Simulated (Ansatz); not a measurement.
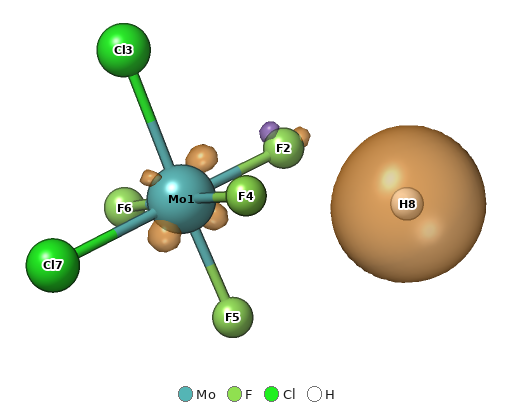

*Cl$_{2}$F$_{4}$Mo···H (doublet). Isosurfaces of the spin density (α minus β) at +0.03 (orange) and −0.03 e/Å³ (purple), seen at an oblique angle.*

Core potentials replace the inner electrons of Mo; not at a stationary point (largest force 1.4 eV/Å).

The calculation used UKS PBE/def2-SVP (Ansatz).

```xyz
8

Mo    0.1530    0.0000   -0.0265
F     0.4677    0.0000    1.7615
Cl    2.4221    0.0000   -0.3816
F     0.1028    1.8493    0.0254
F    -1.6697    0.0000    0.3413
F     0.1028   -1.8493    0.0254
Cl   -0.2735    0.0000   -2.2821
H    -0.7654    0.0000    3.4864
```

Describe the spin distribution.

Answer. The unpaired spin (1 electron) lies mostly on H8 (about 0.9), in electrons by Hirshfeld's partition.
